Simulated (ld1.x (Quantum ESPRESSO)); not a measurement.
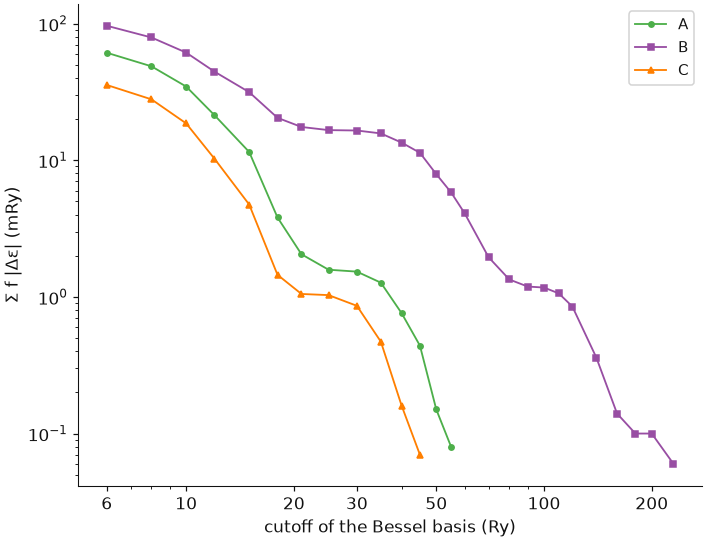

The occupation-weighted error of the valence levels in a spherical-Bessel basis for 3 variants of one potential.

Base settings:

```
Element                 : B
Generator               : ld1.x (Quantum ESPRESSO) 7.5
Type                    : norm-conserving Troullier–Martins (Kleinman–Bylander form)
Functional              : PBEsol
Relativity              : non-relativistic
Frozen core             : [He]
Valence charge          : 3
Reference configuration : 2s1 2p0 (charge +2)
Partial waves           : 2p (bound, empty): rc 3.30 bohr; 3d channel at 0.4 Ry: rc 3.35 bohr; 2s (bound): rc 1.35 bohr
Local potential         : the s channel
Core correction         : none
```

The variants differ in the scale factor on all radii: 0.73, 1.25, 1.40. Which curve belongs to which value?

Answer. A: 1.25; B: 0.73; C: 1.40.

Of the 4 potentials behind this page, the base run counted, 1 is unsound (ghost states, missed reference levels or an overlap that isn't positive definite).
